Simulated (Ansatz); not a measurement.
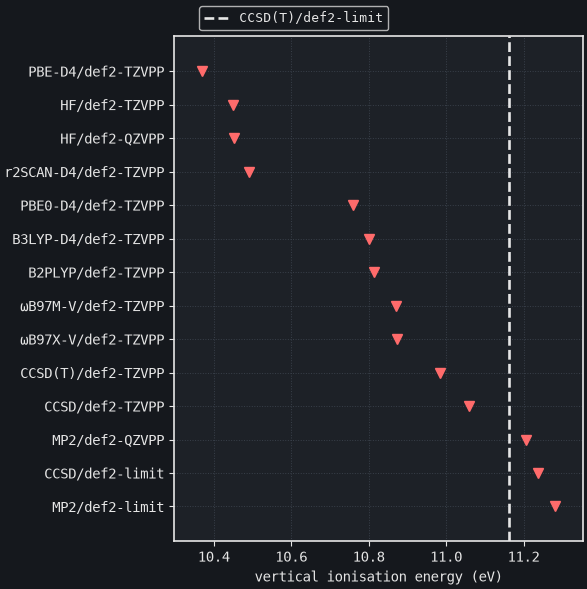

Vertical ionisation energy of C₃H₄F₂, SMILES F[C@H]1C[C@@H]1F, taken as the energy of the cation less that of the neutral at fixed geometry (unrestricted doublet cation, cores frozen in correlated methods, no spin-orbit coupling), the Ansatz code 0.2.0, at a PBE0-D4/def2-TZVP geometry (a minimum by its frequencies). Limit means an estimate of the basis limit from triple and quadruple zeta; for coupled cluster it is either extrapolated directly or built as the MP2 limit plus the step from MP2 in triple zeta. B2PLYP/def2-TZVPP holds a correlation term that converges slowly with the basis, so part of the distance to the limit is basis error. The distance of CCSD(T)/def2-TZVPP, CCSD/def2-TZVPP and MP2/def2-QZVPP to the limit includes basis error.

Which level comes closest to the line (CCSD(T)/def2-limit), and which misses most?

Answer. Closest MP2/def2-QZVPP (11.21 eV), against 11.16 eV; farthest PBE-D4/def2-TZVPP (10.37 eV).

What range do the values span, the line included?

Answer. From 10.37 eV (PBE-D4/def2-TZVPP) to 11.28 eV (MP2/def2-limit).
